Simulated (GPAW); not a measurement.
**BaTiO3 (Pm-3m): refractive index against wavelength**

The refractive index of BaTiO3 (Pm-3m) below the direct gap (1.83 eV on the mesh) is read from one computed spectrum, n = √(Re ε).

Cell: a, b, c = 4.006, 4.006, 4.006 Å (primitive vectors), 5 atoms.

Method: GPAW 26.7.0, LDA, RPA, k-mesh 8×8×8, local fields up to 50 eV, Lorentzian half width 0.15 eV.

Launch of the response step: `OMP_NUM_THREADS=1 python df.py`. The run took 71 s, its band step included, on 1 thread of Arm Neoverse V2 (shared host).

| wavelength (nm) | photon energy E (eV) | n |
| --- | --- | --- |
| 3000 | 0.413 | 2.5186 |
| 2000 | 0.620 | 2.5301 |
| 1550 | 0.800 | 2.5446 |
| 1310 | 0.946 | ? |
| 1064 | 1.165 | 2.5896 |

In the single-oscillator model n² − 1 = E₀E_d/(E₀² − E²), so 1/(n² − 1) = E₀/E_d − E²/(E₀E_d) is linear in E².

Working, on the rows shown:

| x = E² (eV²) | y = 1/(n² − 1) |
| --- | --- |
| 0.170801 | 0.187149 |
| 0.384302 | 0.185137 |
| 0.639837 | 0.182649 |
| 1.35784 | 0.175253 |

Means: x̄ = 0.6382, ȳ = 0.18255. Σ(x − x̄)(y − ȳ) = -0.008057, Σ(x − x̄)² = 0.8008. Slope = -0.008057 / 0.8008 = -0.01006; intercept = ȳ − slope · x̄ = 0.18897. Turned back into n, the line misses the rows shown by at most 0.0007.

Task: Predict the last column of the withheld row from the fit.

Result: At x = 0.89576 the line gives y = 0.17996, that is 2.5606. The run gave 2.5598, so the interpolation is off by 0.00085, 1.2 % of the range in the table.

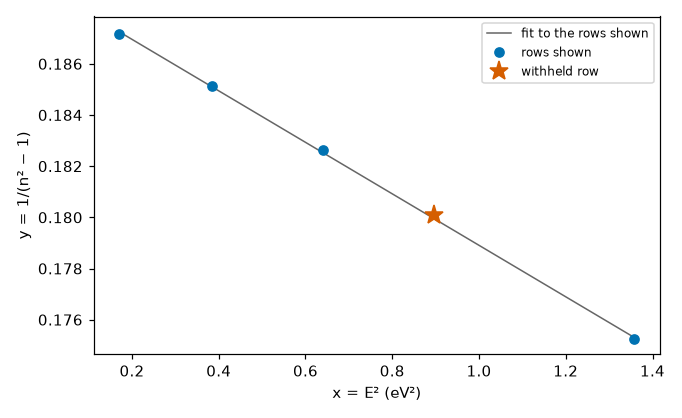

Refitted with all rows, the slope is -0.01003 and the intercept 0.18897. These give E₀ = √(intercept/−slope) = 4.34 eV and E_d = E₀/intercept = 23.0 eV; E₀ is 2.4 times the direct gap. The electronic limit at long wavelengths, without lattice vibrations, is n = √(1 + 1/intercept) = 2.508. Excitons are left out; LDA gaps are as a rule too small. The values come from a sum over the points of one k-mesh and carry its error, which grows as the direct gap shrinks. This version of GPAW has incomplete matrix elements in the optical limit, which can lower ε − 1 by up to a tenth where first-row anions or d states rule. Spin-orbit coupling is left out.
